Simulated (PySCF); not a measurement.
Run report: C4H7FSi, excited-state calculation

System: C4H7FSi.
Method: TDDFT PBE0/def2-TZVP, vertical, gas phase, core orbitals frozen in the response (PySCF 2.14.0).

The geometry comes from this level: PBE0-D3(BJ)/def2-SVP.

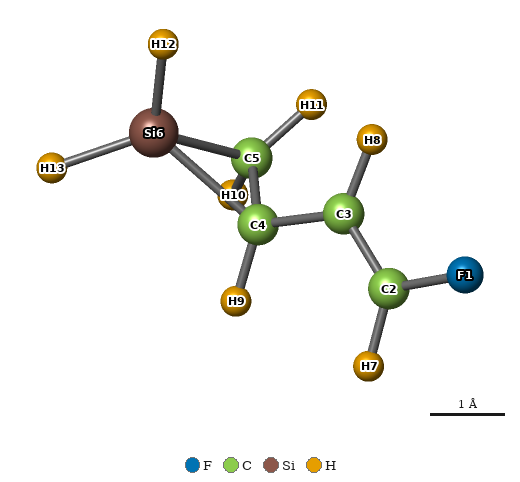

**Figure 1.** The structure as given in the input (ball-and-stick view, seen at a tilt; atoms are numbered from 1 in the order of the input). Bond lengths as drawn: C–C 1.33 to 1.54 Å, C–F 1.33 Å, C–H 1.09 to 1.10 Å, C–Si 1.86 to 1.89 Å and H–Si 1.48 Å.

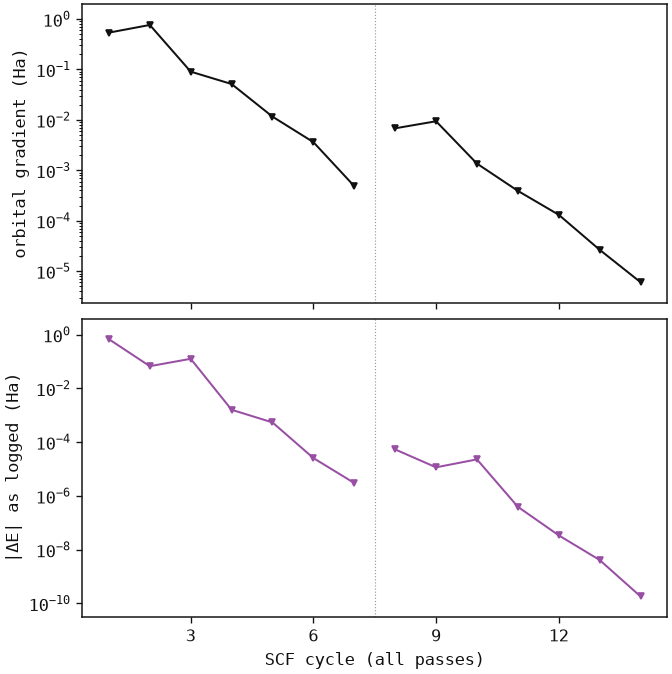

**Figure 2.** Convergence of the self-consistent field: orbital gradient and size of the energy change against the SCF cycle. The dotted line marks the change from a coarse to the final integration grid. The first 7 cycles use a coarse grid, the final grid takes over at cycle 8, and the field converges after 14 cycles in all.

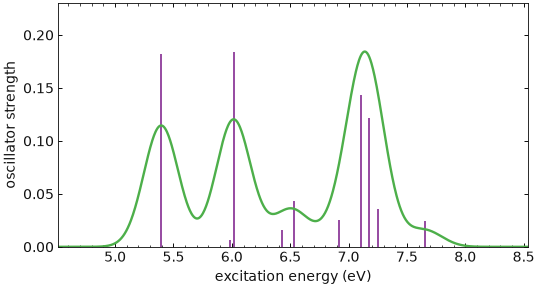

**Figure 3.** Computed excitations as sticks (degenerate states added up, dark ones marked on the axis), with a Gaussian envelope of 0.35 eV full width at half maximum, scaled to the tallest. Of the 10 states the lowest lies at 5.39 eV (f = 0.182); the strongest line is at 6.02 eV, or 206 nm (f = 0.184).

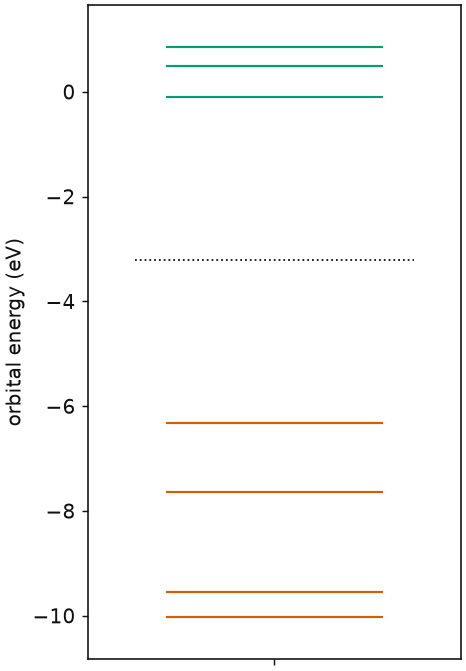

**Figure 4.** Orbital energies near the frontier; the dotted line parts filled from empty levels, and levels within 0.02 eV of each other stand side by side. Highest filled −6.32 eV, lowest empty −0.09 eV, 6.23 eV apart.

These pictures come from the run below.

Input:
```
{"job": {"kind": "uv", "xc": "PBE0", "basis": "def2-TZVP"}, "charge": 0, "multiplicity": 1}
F      3.243391     0.562492    -1.070121
C      2.273089     0.430959    -0.163871
C      1.024186     0.118924    -0.504743
C     -0.088661    -0.014081     0.451636
C     -1.128831    -1.131922     0.225801
Si    -1.829382     0.576223     0.033675
H      2.619366     0.613102     0.858555
H      0.818826    -0.041661    -1.569400
H      0.204918     0.122007     1.500219
H     -1.394295    -1.731806     1.102797
H     -0.981435    -1.745497    -0.670255
H     -2.082517     1.090035    -1.334945
H     -2.677726     1.149401     1.108136
```

The first line tells a small driver script what to run in PySCF; the rest is the geometry in Å.

Command:
```bash
OMP_NUM_THREADS=1 python <driver script> task.json out
```

The program's output:
```
coarse grid: 11400 points
cycle   1  E = -545.5463198681  dE =  6.800e-01  |g| = 5.381e-01  |ddm| = 2.781e+00
cycle   2  E = -545.4790582441  dE =  6.726e-02  |g| = 7.638e-01  |ddm| = 1.132e+00
cycle   3  E = -545.6057037098  dE = -1.266e-01  |g| = 9.069e-02  |ddm| = 6.919e-01
cycle   4  E = -545.6073106888  dE = -1.607e-03  |g| = 5.150e-02  |ddm| = 1.249e-01
cycle   5  E = -545.6078531970  dE = -5.425e-04  |g| = 1.163e-02  |ddm| = 5.060e-02
cycle   6  E = -545.6078788468  dE = -2.565e-05  |g| = 3.628e-03  |ddm| = 1.160e-02
cycle   7  E = -545.6078818662  dE = -3.019e-06  |g| = 4.864e-04  |ddm| = 3.037e-03
final grid: 105968 points
cycle   8  E = -545.6012277557  dE = -5.364e-05  |g| = 6.823e-03  |ddm| = 6.885e-02
cycle   9  E = -545.6012161693  dE =  1.159e-05  |g| = 9.409e-03  |ddm| = 1.288e-02
cycle  10  E = -545.6012390485  dE = -2.288e-05  |g| = 1.363e-03  |ddm| = 7.915e-03
cycle  11  E = -545.6012394426  dE = -3.941e-07  |g| = 3.926e-04  |ddm| = 1.652e-03
cycle  12  E = -545.6012394768  dE = -3.415e-08  |g| = 1.317e-04  |ddm| = 4.161e-04
cycle  13  E = -545.6012394809  dE = -4.132e-09  |g| = 2.667e-05  |ddm| = 1.192e-04
cycle  14  E = -545.6012394811  dE = -1.820e-10  |g| = 6.063e-06  |ddm| = 3.380e-05
converged SCF energy = -545.6012394811

Static polarisability (au): isotropic 77.846, principal 62.945 65.548 105.045

Singlet excitations
state   eV       nm        f      main configurations
  1   5.3949    229.8   0.18219   H->L 0.91
  2   5.9819    207.3   0.00686   H->L+2 0.77, H->L+1 0.17
  3   6.0160    206.1   0.18436   H->L+1 0.62, H->L+2 0.19
  4   6.4281    192.9   0.01543   H->L+3 0.89
  5   6.5311    189.8   0.04362   H-1->L 0.76, H->L+4 0.17
  6   6.9171    179.2   0.02521   H->L+4 0.71, H-1->L 0.11
  7   7.1029    174.6   0.14362   H-1->L+1 0.60, H->L+5 0.20, H-1->L+2 0.14
  8   7.1711    172.9   0.12194   H->L+5 0.58, H-1->L+1 0.22
  9   7.2540    170.9   0.03543   H-1->L+2 0.74, H->L+5 0.12
 10   7.6526    162.0   0.02476   H-1->L+3 0.75, H->L+7 0.09

Triplet excitations (Tamm-Dancoff, eV): 3.8958 4.5705 5.7597 5.8077
```

Key numbers:

- outcome: converged
- total energy: −545.601239 hartree
- HOMO: −6.32 eV
- LUMO: −0.09 eV
- dipole moment: 1.92 D
- mean polarisability: 77.85 a.u.
- lowest singlet excitation: 5.39 eV
- hardware: 1 CPU thread, shared host
- wall time: 40 s
- peak memory: 0.91 GiB
